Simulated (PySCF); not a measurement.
**Ge₂H₄: relaxation and vibrations of the singlet**

Aim: relax Ge₂H₄ as a singlet from a doubly bridged, trans start, check by its vibrations whether the end is a minimum, and collect its spectrum and constants.

Method: PBE0, basis Ge def2-TZVP, H def2-TZVP, no relativity, density fitting; program: PySCF 2.14.0.

**1. Where the work starts**

6 atoms, charge 0, spin multiplicity 1.

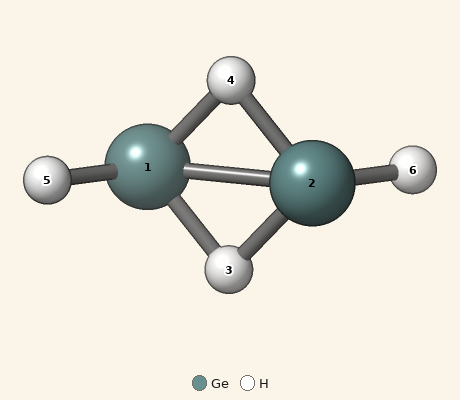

Start geometry, drawn with germanium teal, hydrogen white; atoms are numbered from 1 in the order of the file.

Coordinates in bohr (charge 0 multiplicity 1):
```
Ge    2.0902    0.0000    0.0000
Ge   -2.0902    0.0000    0.0000
H     0.0000    2.2414    0.0000
H     0.0000   -2.2414    0.0000
H     3.5359    0.0000    2.4865
H    -3.5359    0.0000   -2.4865
```

**2. First SCF at the start**

The steps below are one call of a driver around PySCF. For each, scf.py gives the equivalent set-up of the SCF; relaxations use the driver's own optimiser. After this first run the driver tries any further starts and a stability analysis.

Contents of scf.py:

```python
from pyscf import gto, scf, dft
mol = gto.M(atom='''
Ge     1.106100     0.000000     0.000000
Ge    -1.106100     0.000000     0.000000
H      0.000000     1.186100     0.000000
H      0.000000    -1.186100     0.000000
H      1.871100     0.000000     1.315800
H     -1.871100     0.000000    -1.315800''',
    basis={'Ge': 'def2-TZVP', 'H': 'def2-TZVP'},
    charge=0, spin=0)
mf = dft.RKS(mol, xc='PBE0')
mf.grids.atom_grid = (50, 194)
aux = {'Ge': 'def2-universal-JKFIT', 'H': 'def2-universal-JKFIT'}
mf = mf.density_fit(auxbasis=aux)
mf.conv_tol = 1e-08
mf.diis_space = 10
mf.max_cycle = 60
mf.init_guess = 'minao'
mf.verbose = 4
mf.kernel()
```

On the command line:

```console
OMP_NUM_THREADS=4 python axn.py task.json out
```

The log of the run:

```text
init E= -4154.85109989737
  HOMO = -0.155661063788696  LUMO = -0.0960502189445007  gap/eV = 1.62209
cycle= 1 E= -4155.65611535603  delta_E= -0.805  |g|= 0.838  |ddm|= 2.26
  HOMO = -0.18712481467807  LUMO = -0.109914622537605  gap/eV = 2.10100
cycle= 2 E= -4155.64551164239  delta_E= 0.0106  |g|= 0.938  |ddm|= 0.749
  HOMO = -0.168309584466908  LUMO = -0.0837673680473747  gap/eV = 2.30051
cycle= 3 E= -4155.70813145795  delta_E= -0.0626  |g|= 0.0281  |ddm|= 0.45
  HOMO = -0.173470913591115  LUMO = -0.0850751672026711  gap/eV = 2.40537
cycle= 4 E= -4155.7083215029  delta_E= -0.00019  |g|= 0.00472  |ddm|= 0.0524
  HOMO = -0.172890044769249  LUMO = -0.0845455024246426  gap/eV = 2.40398
cycle= 5 E= -4155.70832798473  delta_E= -6.48e-06  |g|= 0.00135  |ddm|= 0.012
  HOMO = -0.173024871756577  LUMO = -0.0847370861875243  gap/eV = 2.40243
cycle= 6 E= -4155.70832876676  delta_E= -7.82e-07  |g|= 0.000265  |ddm|= 0.00371
  HOMO = -0.173042371973971  LUMO = -0.0847482291983166  gap/eV = 2.40261
cycle= 7 E= -4155.70832884107  delta_E= -7.43e-08  |g|= 7.03e-05  |ddm|= 0.00213
  HOMO = -0.173040318177382  LUMO = -0.0847443048396244  gap/eV = 2.40266
cycle= 8 E= -4155.70832884989  delta_E= -8.82e-09  |g|= 1.05e-05  |ddm|= 0.000978
  HOMO = -0.173042996859929  LUMO = -0.0847467279634726  gap/eV = 2.40266
Extra cycle  E= -4155.70832885009  delta_E= -1.99e-10  |g|= 8.91e-06  |ddm|= 0.000119
converged SCF energy = -4155.70832885009
```

This step, with its further starts and checks, took 10 s on 4 threads of Arm Neoverse V2, shared host.

The starts that the driver tried:

```
                      start   energy (Eh)
    the minimal-basis guess  -4155.708329
a thermally smeared density  -4155.708329
      a smeared PBE density  -4155.708329
```

The test of internal stability and the other starts found no lower closed-shell solution.

**3. Doubly bridged, trans start, singlet: relaxation**

The program finds C2h symmetry in the start, which this walk keeps. The walk stops when the largest gradient is under 0.0003 Eh/bohr and the energy has settled too.

scf.py, as its differences from that of step 2:

```diff
@@ -4 +4 @@
-Ge    -1.106100     0.000000     0.000000
+Ge    -1.106100     0.000000    -0.000000
@@ -18 +17,0 @@
-mf.init_guess = 'minao'
```

Energy and gradient, step by step:

```
step   energy (Eh)  change (kJ/mol)  largest symmetric gradient (Eh/bohr)
   0  -4155.708329             0.00                               0.15202
   1  -4155.785072          -201.49                               0.07201
   2  -4155.816493          -283.99                               0.02099
   3  -4155.820320          -294.03                               0.01042
   4  -4155.821493          -297.11                               0.00628
   5  -4155.821861          -298.08                               0.00165
   6  -4155.821878          -298.12                               0.00098
   7  -4155.821884          -298.14                               0.00038
   8  -4155.821887          -298.15                               0.00024
```

The walk took 15 s.

Geometry (Å) and forces (eV/Å) at some steps:

```
step 0
Ge   1.106   0.000   0.000   7.817   0.000  -3.584
Ge  -1.106   0.000   0.000  -7.817   0.000   3.584
H    0.000   1.186   0.000   0.000   0.341   0.000
H    0.000  -1.186   0.000   0.000  -0.341   0.000
H    1.871   0.000   1.316  -0.980   0.000   1.428
H   -1.871   0.000  -1.316   0.980   0.000  -1.428
step 1
Ge   1.220   0.000  -0.112   3.703   0.000  -2.107
Ge  -1.220   0.000   0.112  -3.703   0.000   2.107
H    0.000   1.146   0.000   0.000   0.050   0.000
H    0.000  -1.146   0.000   0.000  -0.050   0.000
H    1.814   0.000   1.342  -0.876   0.000   0.532
H   -1.814   0.000  -1.342   0.876   0.000  -0.532
step 4
Ge   1.350   0.000  -0.293  -0.001   0.000   0.288
Ge  -1.350   0.000   0.293   0.001   0.000  -0.288
H    0.000   1.086   0.000   0.000  -0.052   0.000
H    0.000  -1.086   0.000   0.000   0.052   0.000
H    1.614   0.000   1.304  -0.107   0.000  -0.320
H   -1.614   0.000  -1.304   0.107   0.000   0.320
step 8
Ge   1.345   0.000  -0.292   0.000   0.000  -0.010
Ge  -1.345   0.000   0.292   0.000   0.000   0.010
H    0.000   1.082   0.000   0.000  -0.001   0.000
H    0.000  -1.082   0.000   0.000   0.001   0.000
H    1.585   0.000   1.282  -0.005   0.000   0.011
H   -1.585   0.000  -1.282   0.005   0.000  -0.011
```

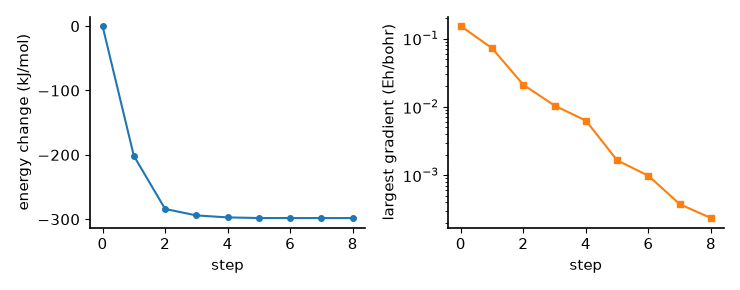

How energy and gradient fall.

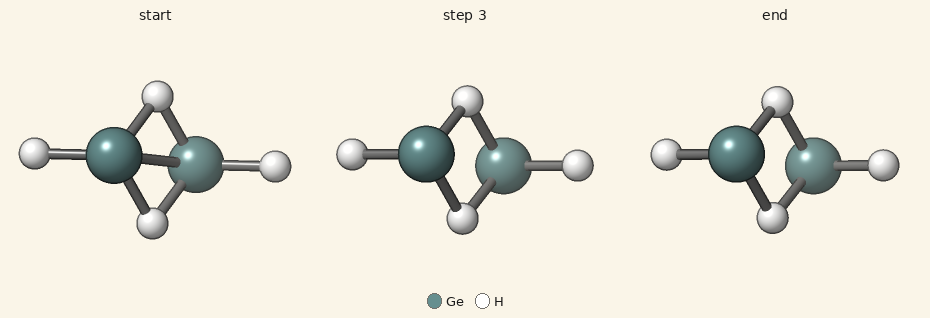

The geometry along the walk, at one scale.

After 8 steps and 298.1 kJ/mol it ends at C2h: Ge–Ge 2.753 Å, Ge–H 1.592 Å (×2), Ge–H 1.751 Å (×4); Ge–Ge–H 38.2° (×4), Ge–Ge–H 86.4° (×2), Ge–H–Ge 103.6° (×2), H–Ge–H 76.4° (×2), H–Ge–H 87.2° (×4).

**4. Hessian and properties**

On the finer grid the gradient is checked again; gradients at displacements of ±0.02 bohr then give force constants and infrared intensities.

scf.py, as its differences from that of step 3:

```diff
@@ -3,6 +3,6 @@
-Ge     1.106100     0.000000     0.000000
-Ge    -1.106100     0.000000    -0.000000
-H      0.000000     1.186100     0.000000
-H      0.000000    -1.186100     0.000000
-H      1.871100     0.000000     1.315800
-H     -1.871100     0.000000    -1.315800''',
+Ge     1.344728     0.000000    -0.293298
+Ge    -1.344728     0.000000     0.293298
+H      0.000000     1.082459     0.000000
+H     -0.000000    -1.082459     0.000000
+H      1.584034     0.000000     1.281570
+H     -1.584034     0.000000    -1.281570''',
@@ -12 +12 @@
-mf.grids.atom_grid = (50, 194)
+mf.grids.atom_grid = (75, 302)
@@ -15 +15 @@
-mf.conv_tol = 1e-08
+mf.conv_tol = 1e-10
```

The driver hands on the density of the step before, so the log starts near convergence.

Log of the central SCF (cycles and frontier levels):

```text
init E= -4155.82178504416
  HOMO = -0.23898736417717  LUMO = -0.0948359539184072  gap/eV = 3.92256
cycle= 1 E= -4155.82178504415  delta_E= 9.09e-12  |g|= 1.26e-06  |ddm|= 1.42e-06
  HOMO = -0.238987445331202  LUMO = -0.0948360561350423  gap/eV = 3.92256
Extra cycle  E= -4155.82178504415  delta_E= 5.46e-12  |g|= 1.48e-06  |ddm|= 1.37e-06
converged SCF energy = -4155.82178504415
```

The whole step took 51 s.

Geometry: C2h; Ge–Ge 2.753 Å, Ge–H 1.593 Å (×2), Ge–H 1.751 Å (×4); Ge–Ge–H 38.2° (×4), Ge–Ge–H 86.3° (×2), Ge–H–Ge 103.6° (×2), H–Ge–H 76.4° (×2), H–Ge–H 87.1° (×4).

Harmonic modes (main isotopes):

```csv
symmetry,ω (cm⁻¹),IR (km/mol)
bu,213,2.6
ag,230,0.0
au,644,15.8
ag,750,0.0
bg,760,0.0
bu,772,109
au,1224,49.7
bg,1335,0.0
bu,1347,1007
ag,1516,0.0
ag,1922,0.0
bu,1941,497
```

No imaginary mode, so this is a minimum.

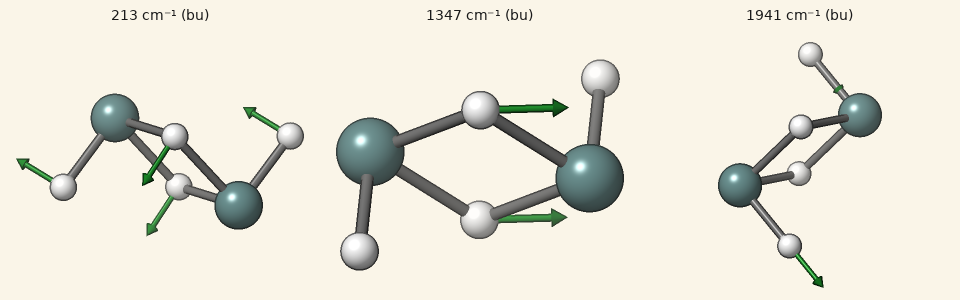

How the atoms move in 3 of the modes.

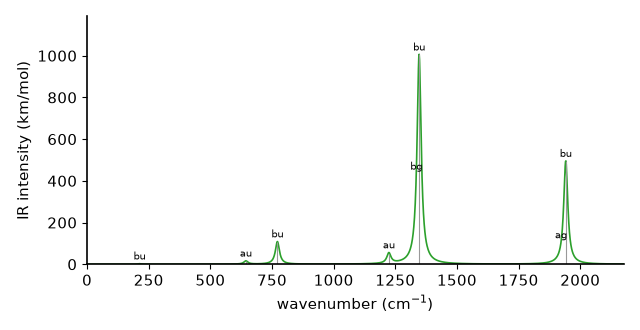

The harmonic infrared spectrum (widths in cm⁻¹). Lines are broadened to a width of 20 cm⁻¹ (Lorentzian).

Properties at this point:

| Property | Result |
| --- | --- |
| Dipole moment | 0.00 D |
| Highest occupied level | -6.50 eV |
| Lowest empty level | -2.58 eV |
| Rotational constants | 2.279, 0.05899, 0.05845 cm⁻¹ |
| Zero-point energy | 75.7 kJ/mol |
| Principal polarisabilities | 52.5, 67.1, 101.0 bohr³ |
| Atomisation energy without zero-point energy | 1332 kJ/mol |
| Principal traceless quadrupole moments about the centre of mass | -5.53, 0.82, 4.71 D Å |
| Entropy at 298.15 K and 1 bar | 291.0 J/(mol K) |
| Heat capacity Cp at 298.15 K | 63.6 J/(mol K) |
| Enthalpy at 298.15 K above 0 K | 13.87 kJ/mol |
| Rotational symmetry number | 2 |

Charges (e) and bond orders:

| atom | Mulliken | Löwdin | polar tensor | Mayer order to Ge1 |
| --- | --- | --- | --- | --- |
| Ge1 | -0.05 | 0.02 | 0.56 | – |
| Ge2 | -0.05 | 0.02 | 0.56 | 0.60 |
| H3,4 | 0.04 | 0.04 | -0.32 | 0.48 |
| H5 | 0.00 | -0.07 | -0.23 | 0.95 |
| H6 | 0.00 | -0.07 | -0.23 | 0.01 |

Mulliken populations on Ge1: s 7.86, p 14.02, d 10.15, f 0.02.

**5. Would spin polarisation lower it?**

At the lowest minimum the closed shell is tested against spin polarisation, on the (50, 194) grid. It is stable.

**6. Results**

| quantity | value |
| --- | --- |
| minimum | singlet, C2h |
| geometry | Ge–Ge 2.753 Å, Ge–H 1.593 Å (×2), Ge–H 1.751 Å (×4); Ge–Ge–H 38.2° (×4), Ge–Ge–H 86.3° (×2), Ge–H–Ge 103.6° (×2), H–Ge–H 76.4° (×2), H–Ge–H 87.1° (×4) |
| wavenumbers (cm⁻¹) | 213 (bu), 230 (ag), 644 (au), 750 (ag), 760 (bg), 772 (bu), 1224 (au), 1335 (bg), 1347 (bu), 1516 (ag), 1922 (ag), 1941 (bu) |
| dipole moment | 0.00 D |
| highest occupied, lowest empty level | -6.50, -2.58 eV |
| polar-tensor charge of Ge1 | +0.56 e |
| zero-point energy | 75.7 kJ/mol |
| entropy at 298.15 K | 291.0 J/(mol K) |
| atomisation energy (no zero-point energy) | 1332 kJ/mol |

**Reading.** The molecule stays C2h, as typed, and the end point is a minimum. The strongest infrared band lies at 1347 cm⁻¹ (bu). The dipole vanishes although Ge1 carries +0.6 e by the polar tensor: the bond dipoles cancel. Other starts or spin states, not run here, may lie lower.

The search up to here took 81 s on 4 threads of Arm Neoverse V2, shared host.
